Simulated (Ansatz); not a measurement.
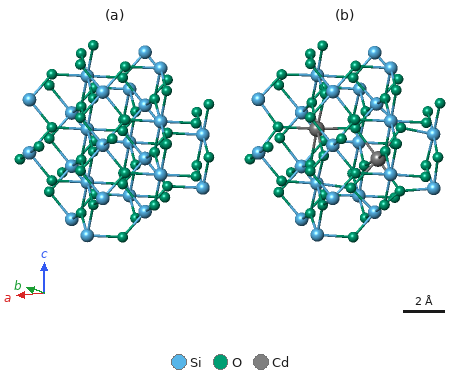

Left: perfect SiO2. Right: the same region with a pair of point defects, after relaxing the atoms in a supercell of 72 sites. The picture is a ball-and-stick view of the atoms within 5.2 Å of one point, seen from a free direction.

Theory: Ansatz, DFT, PBEsol, PAW, plane waves. Set-up: plane-wave cutoff 420 eV; k-point mesh 1 × 1 × 1; mesh shifted by (0.25, 0.25, 0.25); collinear spin. Fermi-Dirac smearing of 0.01 eV. The axes drawn are those of the host's conventional cell.

Which defect is it?

Two silicon atoms are replaced by cadmium, the two sites 3.3 Å apart.

The charge state of the cell is 0.

What does the relaxation do around it?

One site: in the host the Si atom has 6 O at 1.77 to 1.82 Å; the Cd atom ends with 6 O at 1.99 to 2.02 Å. The other site: in the host the Si atom has 6 O at 1.77 to 1.82 Å; the Cd atom ends with 6 O at 1.90 to 2.07 Å. Of the host's atoms, an oxygen atom moves furthest from its site, by 0.32 Å. The Cd atom itself moves 0.16 Å from where it was put. The cell ends without a net magnetic moment.

Limits of the set-up: the periodic images lie only 8.0 Å apart, so the values are limited by the cell's size.
